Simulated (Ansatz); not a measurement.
Nudged elastic band, with input and output: ZrH2Cl2F2

System: ZrH2Cl2F2.
Method: RKS PBE0-D4/def2-SVP (Ansatz 0.2.0).

It belongs to a series of runs on one base structure; here: band between the two ends. Figures and captions count atoms from 1; the log counts them from 0 in places.

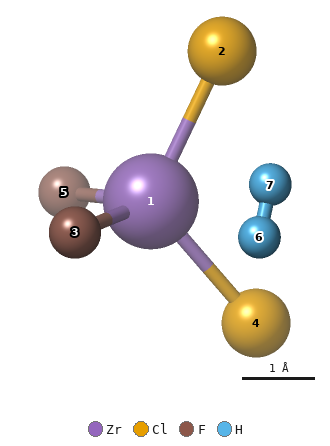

*The structure as given in the input (ball-and-stick view, seen at a tilt; atoms are numbered from 1 in the order of the input). Sticks mark near contacts.*

**Summary**

```tsv
quantity	value
outcome	converged
barrier, forward	0.039 eV
barrier, backward	0.000 eV
hardware	2 threads of Arm Neoverse V2, 24 GiB of memory available, shared host
wall time	7.2 min (CPU time 14 min)
peak memory	0.25 GiB
```

The order of the saddle point was not checked.

**Input**
```yaml
crystal:
  periodic: [false, false, false]
  atoms:
    - { symbol: Zr, position_ang: [-0.103269, -0.054332, 0.115107] }
    - { symbol: Cl, position_ang: [-0.338667, -0.347611, 2.431364] }
    - { symbol: F, position_ang: [1.691829, -0.018747, -0.468769] }
    - { symbol: Cl, position_ang: [-1.37991, 1.707299, -0.752628] }
    - { symbol: F, position_ang: [-0.815995, -1.613137, -0.656223] }
    - { symbol: H, position_ang: [1.147, 2.254774, 0.87313] }
    - { symbol: H, position_ang: [1.02161, 1.942556, 1.55852] }
basis:
  gaussian: { orbitals: def2-SVP }
hamiltonian:
  xc: pbe0
  dispersion: d4
neb:
  order_check: false
  images: 9
  f_tol: 0.05
  max_iterations: 60
  final_atoms:
    - { symbol: Zr, position_ang: [0.0662676, -0.51742709, -0.23884133] }
    - { symbol: Cl, position_ang: [0.7204772, -0.43426891, 2.0019306] }
    - { symbol: F, position_ang: [1.40321348, -1.37869643, -1.24875482] }
    - { symbol: Cl, position_ang: [-0.27319138, 1.635354, -1.07971287] }
    - { symbol: F, position_ang: [-1.53081603, -1.50532064, -0.38760802] }
    - { symbol: H, position_ang: [0.31951015, 3.23467011, 1.71803223] }
    - { symbol: H, position_ang: [0.51713698, 2.83649096, 2.3354552] }
  initial_path:
    images:
      - { positions_ang: [[-0.103269, -0.054332, 0.115107], [-0.338667, -0.347611, 2.431364], [1.691829, -0.018747, -0.468769], [-1.37991, 1.707299, -0.752628], [-0.815995, -1.613137, -0.656223], [1.147, 2.254774, 0.87313], [1.02161, 1.942556, 1.55852]] }
      - { positions_ang: [[-0.07958222, -0.04369911, 0.09123752], [-0.27466875, -0.28073057, 2.51819816], [1.73138512, -0.0080089, -0.50328258], [-1.3436061, 1.77326125, -0.77195521], [-0.8288987, -1.6166066, -0.66117649], [1.07348408, 2.18071267, 0.83663136], [0.94448457, 1.86587326, 1.59084824]] }
      - { positions_ang: [[-0.05589544, -0.03306622, 0.06736804], [-0.2106705, -0.21385014, 2.60503232], [1.77094124, 0.00272921, -0.53779617], [-1.3073022, 1.83922349, -0.79128243], [-0.84180241, -1.6200762, -0.66612997], [0.99996816, 2.10665134, 0.80013272], [0.86735915, 1.78919053, 1.62317648]] }
      - { positions_ang: [[-0.03220867, -0.02243333, 0.04349855], [-0.14667224, -0.14696971, 2.69186649], [1.81049735, 0.01346731, -0.57230975], [-1.27099829, 1.90518574, -0.81060964], [-0.85470611, -1.6235458, -0.67108346], [0.92645224, 2.03259001, 0.76363408], [0.79023372, 1.71250779, 1.65550473]] }
      - { positions_ang: [[-0.00852189, -0.01180044, 0.01962907], [-0.08267399, -0.08008928, 2.77870065], [1.85005347, 0.02420541, -0.60682334], [-1.23469439, 1.97114798, -0.82993685], [-0.86760982, -1.6270154, -0.67603694], [0.85293632, 1.95852867, 0.72713544], [0.7131083, 1.63582505, 1.68783297]] }
      - { positions_ang: [[0.01516489, -0.00116755, -0.00424041], [-0.01867574, -0.01320886, 2.86553481], [1.88960959, 0.03494352, -0.64133692], [-1.19839049, 2.03711023, -0.84926407], [-0.88051352, -1.630485, -0.68099043], [0.7794204, 1.88446734, 0.6906368], [0.63598287, 1.55914232, 1.72016121]] }
      - { positions_ang: [[0.02538543, -0.10441946, -0.05116059], [0.12915485, -0.09742087, 2.69281397], [1.79233037, -0.24778447, -0.7628205], [-1.01335067, 1.95675898, -0.89535383], [-1.01057402, -1.60545212, -0.62231394], [0.68743835, 2.1545079, 0.89611588], [0.6122137, 1.81461205, 1.84322001]] }
      - { positions_ang: [[0.03560597, -0.20767137, -0.09808078], [0.27698544, -0.18163288, 2.52009313], [1.69505115, -0.53051246, -0.88430408], [-0.82831084, 1.87640774, -0.94144359], [-1.14063453, -1.58041925, -0.56363746], [0.5954563, 2.42454845, 1.10159497], [0.58844452, 2.07008177, 1.96627881]] }
      - { positions_ang: [[0.04582652, -0.31092328, -0.14500096], [0.42481602, -0.26584489, 2.34737229], [1.59777193, -0.81324045, -1.00578766], [-0.64327102, 1.79605649, -0.98753335], [-1.27069503, -1.55538638, -0.50496098], [0.50347425, 2.694589, 1.30707405], [0.56467534, 2.3255515, 2.0893376]] }
      - { positions_ang: [[0.05604706, -0.41417519, -0.19192114], [0.57264661, -0.3500569, 2.17465144], [1.50049271, -1.09596844, -1.12727124], [-0.4582312, 1.71570525, -1.03362311], [-1.40075553, -1.53035351, -0.4462845], [0.4114922, 2.96462956, 1.51255314], [0.54090616, 2.58102123, 2.2123964]] }
      - { positions_ang: [[0.0662676, -0.51742709, -0.23884133], [0.7204772, -0.43426891, 2.0019306], [1.40321348, -1.37869643, -1.24875482], [-0.27319138, 1.635354, -1.07971287], [-1.53081603, -1.50532064, -0.38760802], [0.31951015, 3.23467011, 1.71803223], [0.51713698, 2.83649096, 2.3354552]] }
```

Run as:
```bash
ansatz run input.yaml --threads 2 --pin off --max-ram 3072MiB --backend cpu --events-out ev --progress --plain --runs-dir out
```

**What the program printed**
```
Engine: ansatz 0.2.0, aarch64-unknown-linux-gnu
Functional definition: PBE0
  parameter a = 0.25
  parameter kappa = 0.804
  parameter beta = 0.06672455060314922
  exchange = (1 - a)*pbe_x(kappa = kappa, mu = beta*pi^2/3) + a*exact_x
  correlation = pbe_c(beta = beta)
1076 factors; integrals over basis functions are off by at most 2.8e-4 eV
mean field evaluation 1: about -31770.2479 eV, gradient 4.9e1 eV
mean field evaluation 2: about -31745.7702 eV, gradient 1.3e2 eV
mean field evaluation 4: about -31774.4038 eV, gradient 2.8e0 eV
mean field evaluation 8: about -31774.4625 eV, gradient 7.9e-2 eV
mean field evaluation 16: about -31774.4625 eV, gradient 2.2e-5 eV
mean field -31774.46252033 eV, -1167.6899601180 hartree, gradient 2.2e-5 eV, S^2 0.000000; 0 other end points of the search recorded, 0 dependent functions left out
the calculation of the forces begins
reference -31774.46258323 eV, -1167.6899624294 hartree; 33, 33 occupied and 72, 72 virtual orbitals, 1076 factors
1076 factors; integrals over basis functions are off by at most 2.9e-4 eV
mean field evaluation 32: about -31774.4380 eV, gradient 5.6e-6 eV
mean field -31774.43798064 eV, -1167.6890583008 hartree, gradient 7.4e-6 eV, S^2 0.000000; 0 other end points of the search recorded, 0 dependent functions left out
[... from here on the field's lines of each further geometry are left out, up to the last ...]
NEB iter   1: max|band force component| = 4.175e0 eV/Å  barrier→ = 2.5864 eV  barrier← = 2.5476 eV  Δτ_max = 0.2000 Å  (314 SCF iters)
NEB iter   2: max|band force component| = 4.547e0 eV/Å  barrier→ = 0.8131 eV  barrier← = 0.7743 eV  Δτ_max = 0.1001 Å  (316 SCF iters)
NEB iter   3: max|band force component| = 1.384e0 eV/Å  barrier→ = 0.5081 eV  barrier← = 0.4693 eV  Δτ_max = 0.1991 Å  (282 SCF iters)
NEB iter   4: max|band force component| = 1.099e0 eV/Å  barrier→ = 0.2431 eV  barrier← = 0.2043 eV  Δτ_max = 0.2000 Å  (289 SCF iters)
NEB iter   5: max|band force component| = 7.553e-1 eV/Å  barrier→ = 0.2363 eV  barrier← = 0.1975 eV  Δτ_max = 0.1983 Å  (283 SCF iters)
NEB iter   6: max|band force component| = 1.108e0 eV/Å  barrier→ = 0.2362 eV  barrier← = 0.1974 eV  Δτ_max = 0.2000 Å  (284 SCF iters)
NEB iter   7: max|band force component| = 3.100e0 eV/Å  barrier→ = 0.5126 eV  barrier← = 0.4738 eV  Δτ_max = 0.0997 Å  (282 SCF iters)
NEB iter   8: max|band force component| = 5.282e-1 eV/Å  barrier→ = 0.1751 eV  barrier← = 0.1362 eV  Δτ_max = 0.1993 Å  (280 SCF iters)
NEB iter   9: max|band force component| = 4.224e-1 eV/Å  barrier→ = 0.0739 eV  barrier← = 0.0350 eV  CI = image 4  Δτ_max = 0.1998 Å  (284 SCF iters)
NEB iter  10: max|band force component| = 2.499e-1 eV/Å  barrier→ = 0.0406 eV  barrier← = 0.0018 eV  CI = image 5  Δτ_max = 0.1998 Å  (283 SCF iters)
NEB iter  11: max|band force component| = 5.685e-1 eV/Å  barrier→ = 0.0906 eV  barrier← = 0.0518 eV  CI = image 4  Δτ_max = 0.0999 Å  (285 SCF iters)
NEB iter  12: max|band force component| = 3.282e-1 eV/Å  barrier→ = 0.0468 eV  barrier← = 0.0080 eV  CI = image 4  Δτ_max = 0.1376 Å  (280 SCF iters)
NEB iter  13: max|band force component| = 1.309e-1 eV/Å  barrier→ = 0.0387 eV  barrier← = -0.0002 eV  CI = image 9  Δτ_max = 0.0763 Å  (272 SCF iters)
NEB iter  14: max|band force component| = 5.978e-2 eV/Å  barrier→ = 0.0387 eV  barrier← = -0.0002 eV  CI = image 9  Δτ_max = 0.0308 Å  (266 SCF iters)
the calculation of the forces begins
reference -31774.43911628 eV, -1167.6891000351 hartree; 33, 33 occupied and 72, 72 virtual orbitals, 1076 factors
1076 factors; integrals over basis functions are off by at most 2.9e-4 eV
mean field evaluation 1216: about -31774.4387 eV, gradient 8.4e-2 eV
mean field -31774.43867560 eV, -1167.6890838402 hartree, gradient 7.4e-6 eV, S^2 0.000000; 1 other end points of the search recorded, 0 dependent functions left out
the calculation of the forces begins
reference -31774.43873492 eV, -1167.6890860202 hartree; 33, 33 occupied and 72, 72 virtual orbitals, 1076 factors
NEB iter  15: max|band force component| = 3.660e-2 eV/Å  barrier→ = 0.0387 eV  barrier← = -0.0001 eV  CI = image 9  Δτ_max = 0.0000 Å  (496 SCF iters)
```

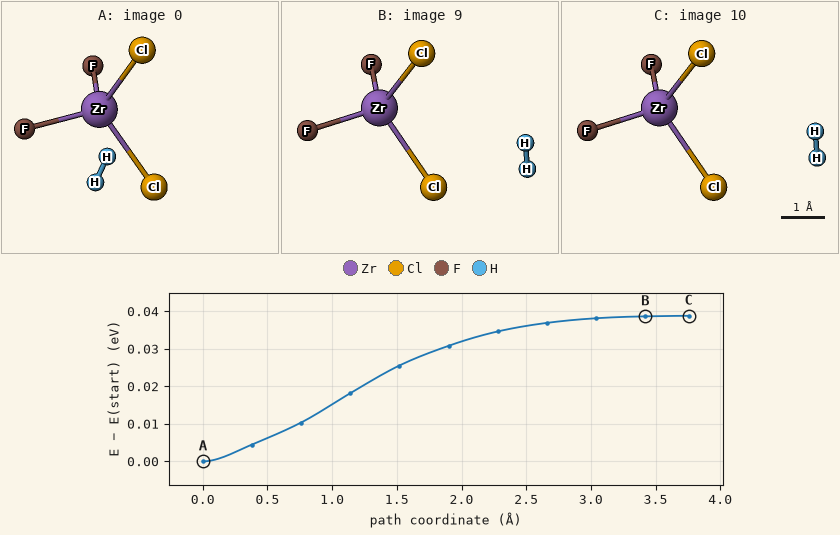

*Images of the last band (counted from 0; ball-and-stick, seen at a tilt) above the energy along the path; the line is a cubic interpolation that uses the forces.*

No image lies above both ends; the end is 0.039 eV above the start. The path is 3.75 Å long. The band converged in 15 iterations.

```
Total energy: -31774.58405546 eV, -1167.6944264514 hartree
Atom 0 at     0.043697    -0.525587    -0.238186 Å, force    -0.001905     0.003819    -0.004231 eV/Å
Atom 1 at     0.577221    -0.458429     2.034870 Å, force    -0.000035    -0.000747     0.000746 eV/Å
Atom 2 at     1.490761    -1.253618    -1.199918 Å, force     0.001023    -0.000801     0.001112 eV/Å
Atom 3 at    -0.420079     1.617842    -1.042856 Å, force     0.000046    -0.001249     0.001196 eV/Å
Atom 4 at    -1.462043    -1.628063    -0.495871 Å, force     0.000435    -0.001015     0.001218 eV/Å
Atom 5 at     0.394794     3.257838     1.713086 Å, force     0.000269     0.000456    -0.000703 eV/Å
Atom 6 at     0.598247     2.860819     2.329377 Å, force     0.000166    -0.000462     0.000662 eV/Å
Dipole moment:    -0.000353    -0.018751    -0.010888 e Å
this run last wrote the band of iteration 15 to [file]
```

**The last band as extended XYZ (Å, eV, eV/Å)**
```
7
Properties=species:S:1:pos:R:3:forces:R:3 image=0 energy=-31774.62267
Zr   -0.1033   -0.0543    0.1151   -0.0032  -0.0041  -0.0079
Cl   -0.3387   -0.3476    2.4314    0.0000  -0.0022   0.0099
F     1.6918   -0.0187   -0.4688    0.0003  -0.0003  -0.0011
Cl   -1.3799    1.7073   -0.7526    0.0007   0.0030  -0.0027
F    -0.8160   -1.6131   -0.6562    0.0037   0.0048   0.0028
H     1.1470    2.2548    0.8731   -0.0019   0.0037  -0.0045
H     1.0216    1.9426    1.5585    0.0004  -0.0049   0.0035
7
Properties=species:S:1:pos:R:3:forces:R:3 image=1 energy=-31774.61818
Zr   -0.1435   -0.1514    0.0697   -0.0005  -0.0009   0.0060
Cl   -0.3578   -0.4006    2.3882   -0.0003   0.0025   0.0007
F     1.6631   -0.0831   -0.4666    0.0026   0.0054   0.0015
Cl   -1.3655    1.6600   -0.7678   -0.0006   0.0033   0.0006
F    -0.8619   -1.7035   -0.7123    0.0034   0.0045   0.0003
H     1.1055    2.4711    0.9703   -0.0017  -0.0087  -0.0023
H     1.1827    2.0783    1.6190   -0.0028  -0.0061  -0.0067
7
Properties=species:S:1:pos:R:3:forces:R:3 image=2 energy=-31774.61231
Zr   -0.1672   -0.2480    0.0093    0.0009  -0.0061   0.0109
Cl   -0.3388   -0.4467    2.3333   -0.0042   0.0028  -0.0008
F     1.6408   -0.1652   -0.5174   -0.0007   0.0102   0.0039
Cl   -1.3452    1.6033   -0.7969   -0.0040   0.0012   0.0002
F    -0.9101   -1.7966   -0.7605    0.0054   0.0067  -0.0029
H     1.1278    2.6674    1.0988    0.0006  -0.0068  -0.0067
H     1.2152    2.2566    1.7339    0.0020  -0.0080  -0.0048
7
Properties=species:S:1:pos:R:3:forces:R:3 image=3 energy=-31774.60449
Zr   -0.1411   -0.3236   -0.0456   -0.0257   0.0002  -0.0143
Cl   -0.2582   -0.4788    2.2834    0.0000  -0.0005   0.0123
F     1.6562   -0.2907   -0.6109    0.0132   0.0084   0.0109
Cl   -1.2587    1.5706   -0.8352   -0.0061  -0.0004   0.0020
F    -0.9584   -1.8504   -0.7848    0.0102   0.0044  -0.0006
H     1.0337    2.8371    1.2385    0.0019  -0.0025  -0.0117
H     1.1492    2.4065    1.8551    0.0064  -0.0096   0.0014
7
Properties=species:S:1:pos:R:3:forces:R:3 image=4 energy=-31774.59710
Zr   -0.0988   -0.3747   -0.1058   -0.0275  -0.0282   0.0382
Cl   -0.1489   -0.5089    2.2275    0.0007   0.0056  -0.0158
F     1.6849   -0.4230   -0.7110    0.0100   0.0119   0.0013
Cl   -1.1438    1.5717   -0.8673   -0.0056  -0.0034  -0.0044
F    -1.0034   -1.8727   -0.8026    0.0119   0.0184  -0.0117
H     0.8850    2.9520    1.3753    0.0023   0.0058  -0.0132
H     1.0475    2.5264    1.9844    0.0081  -0.0099   0.0056
7
Properties=species:S:1:pos:R:3:forces:R:3 image=5 energy=-31774.59185
Zr   -0.0659   -0.4301   -0.1511   -0.0027   0.0170   0.0084
Cl   -0.0189   -0.5241    2.1831   -0.0071   0.0004   0.0014
F     1.6901   -0.5670   -0.8195    0.0092   0.0087  -0.0017
Cl   -1.0377    1.5596   -0.8976    0.0007  -0.0068   0.0034
F    -1.0662   -1.8849   -0.8054   -0.0071  -0.0155  -0.0069
H     0.7884    3.0762    1.4922   -0.0012   0.0078  -0.0141
H     0.9329    2.6411    2.0988    0.0083  -0.0117   0.0096
7
Properties=species:S:1:pos:R:3:forces:R:3 image=6 energy=-31774.58802
Zr   -0.0542   -0.4722   -0.1768   -0.0064   0.0047  -0.0124
Cl    0.1128   -0.5028    2.1535   -0.0016  -0.0010   0.0008
F     1.6450   -0.7630   -0.9367    0.0040   0.0009   0.0076
Cl   -0.8961    1.5723   -0.9299   -0.0035   0.0012   0.0040
F    -1.2038   -1.8554   -0.7367    0.0031  -0.0033   0.0028
H     0.7294    3.1621    1.5608    0.0026  -0.0059   0.0060
H     0.8894    2.7299    2.1665    0.0017   0.0033  -0.0089
7
Properties=species:S:1:pos:R:3:forces:R:3 image=7 energy=-31774.58574
Zr   -0.0268   -0.5025   -0.1985    0.0000   0.0031   0.0027
Cl    0.2555   -0.4985    2.1203   -0.0022   0.0002  -0.0013
F     1.6059   -0.9461   -1.0271    0.0023   0.0019   0.0006
Cl   -0.7365    1.5912   -0.9537   -0.0016  -0.0010   0.0001
F    -1.3084   -1.8008   -0.6680   -0.0013  -0.0030  -0.0012
H     0.6171    3.2044    1.6000    0.0003   0.0000  -0.0005
H     0.8159    2.8231    2.2275    0.0025  -0.0012  -0.0004
7
Properties=species:S:1:pos:R:3:forces:R:3 image=8 energy=-31774.58450
Zr    0.0143   -0.5184   -0.2231   -0.0010  -0.0009  -0.0007
Cl    0.4157   -0.4824    2.0776   -0.0007   0.0001   0.0005
F     1.5671   -1.0963   -1.1198    0.0000   0.0009   0.0006
Cl   -0.5814    1.6047   -0.9941   -0.0010   0.0002   0.0002
F    -1.3788   -1.7308   -0.5950    0.0013  -0.0002  -0.0003
H     0.4826    3.2337    1.6649    0.0016  -0.0002   0.0000
H     0.7031    2.8603    2.2900   -0.0002   0.0001  -0.0004
7
Properties=species:S:1:pos:R:3:forces:R:3 image=9 energy=-31774.58400
Zr    0.0437   -0.5256   -0.2382   -0.0019   0.0038  -0.0042
Cl    0.5772   -0.4584    2.0349    0.0000  -0.0007   0.0007
F     1.4908   -1.2536   -1.1999    0.0010  -0.0008   0.0011
Cl   -0.4201    1.6178   -1.0429    0.0000  -0.0012   0.0012
F    -1.4620   -1.6281   -0.4959    0.0004  -0.0010   0.0012
H     0.3948    3.2578    1.7131    0.0003   0.0005  -0.0007
H     0.5982    2.8608    2.3294    0.0002  -0.0005   0.0007
7
Properties=species:S:1:pos:R:3:forces:R:3 image=10 energy=-31774.58385
Zr    0.0663   -0.5174   -0.2388    0.0033   0.0078   0.0023
Cl    0.7205   -0.4343    2.0019    0.0002  -0.0035  -0.0004
F     1.4032   -1.3787   -1.2488   -0.0011  -0.0023  -0.0007
Cl   -0.2732    1.6354   -1.0797   -0.0005  -0.0025  -0.0023
F    -1.5308   -1.5053   -0.3876   -0.0021  -0.0035  -0.0014
H     0.3195    3.2347    1.7180   -0.0001   0.0026   0.0008
H     0.5171    2.8365    2.3355    0.0002   0.0015   0.0017
```
